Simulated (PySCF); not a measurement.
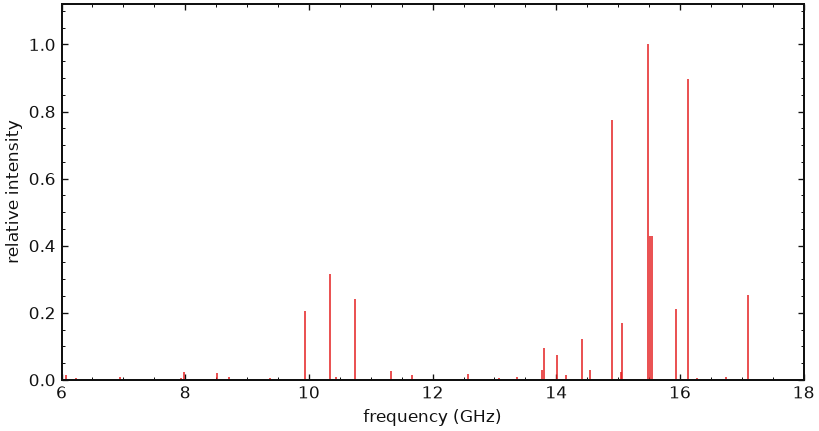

C₄H₇B, SMILES B/C=C\C=C. Simulated rotational absorption lines between 6 and 18 GHz at 10 K: rigid rotor with the equilibrium constants and dipole of one optimised conformer (PBE0-D3(BJ)/def2-SVP, PySCF 2.14.0), commonest isotopes; no centrifugal distortion, hyperfine structure, internal rotation or nuclear-spin weights; lines within 1 MHz of each other are summed.

**What are the rotational constants, and what kind of rotor is it?**

Rotational constants A, B, C = 16.39, 2.789, 2.384 GHz; Ray's κ = −0.94, a near-prolate asymmetric top.

**Assign the strongest lines, as J(Ka,Kc).**

```
  GHz   upper   lower  type  relative intensity
15.48  3(0,3)  2(0,2)     a                1.00
16.12  3(1,2)  2(1,1)     a                0.90
14.91  3(1,3)  2(1,2)     a                0.77
15.56  3(2,1)  2(2,0)     a                0.43
15.52  3(2,2)  2(2,1)     a                0.43
10.34  2(0,2)  1(0,1)     a                0.32
17.09  5(1,4)  5(0,5)     b                0.25
10.75  2(1,1)  1(1,0)     a                0.24
```

Known limits of this run: coarse grid, loose stop and no frequency check, small forces are noise and the end may be a saddle.
